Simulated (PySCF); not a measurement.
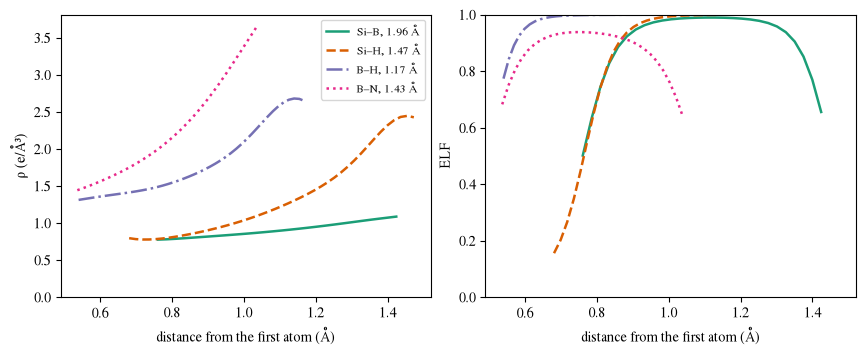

Figure 1: B3H8NSi. Electron density and electron localisation function along straight lines between neighbouring atoms. The curves leave out the atomic cores.

Geometry: GFN2-xTB.

Level of theory: PBE0/pcSseg-1, SCF density, gas phase, non-relativistic in PySCF 2.14.0.

```xyz
13

B     1.3945   -1.7600   -0.1888
N     0.7063   -0.5186    0.0227
B     1.4615    0.6891    0.1746
B    -0.7353   -0.5160    0.0860
Si   -1.8479    1.0980   -0.0377
H     0.7934   -2.7633   -0.2052
H     2.5518   -1.7612   -0.3550
H     2.6287    0.6529    0.1074
H     0.9150    1.7010    0.3905
H    -1.2455   -1.5704    0.2000
H    -1.4716    2.0513   -1.0957
H    -3.2638    0.8027   -0.3175
H    -1.8915    1.8951    1.2011
```

Question: What can be read from the curves?

Answer: Si–B (1.96 Å): the density is about 0.85 e/Å³ at the midpoint; the ELF peaks at about 1 between the atoms: a covalent bond.
Si–H (1.47 Å): ρ at the midpoint is about 0.78 e/Å³; the ELF climbs to about 1 towards the hydrogen, as it does in any bond to H.
B–H (1.17 Å): ρ at the midpoint is about 1.3 e/Å³; the ELF climbs to about 1 towards the hydrogen; a covalent bond by its length.
B–N (1.43 Å): the density is about 1.8 e/Å³ at the midpoint; the ELF peaks at about 0.95 between the atoms, as expected for a polar covalent bond.
